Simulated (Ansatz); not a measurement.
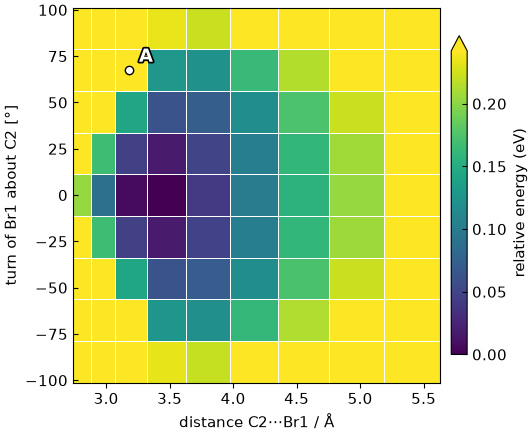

The pair Br···CH₃Cl, charge −1. The turn is about an axis along (0.16, −0.99, 0.01) in the frame of the relaxed pair, normal to the line between the partners. First axis: distance C2···Br1. Second axis: turn of Br1 about C2. Grid: 9 × 9 points. Energies: eV, counted from the lowest grid point. Energies and slopes of some neighbouring points disagree (a jump in structure or state, or too coarse a mesh). Level of theory: RKS B3LYP-D4/def2-TZVPD (Ansatz).

Drawn: one coloured cell a grid point, one colour for all values above the top of the scale, the point A.

**Which way does the force act at A, and how strong is it?**

A, at distance C2···Br1 = 3.182 Å, turn of Br1 about C2 = 67.5°, is not a stationary point. The computed force is 0.72 eV for each Å towards larger values of distance C2···Br1 and 0.004 eV for each degree towards smaller values of turn of Br1 about C2.
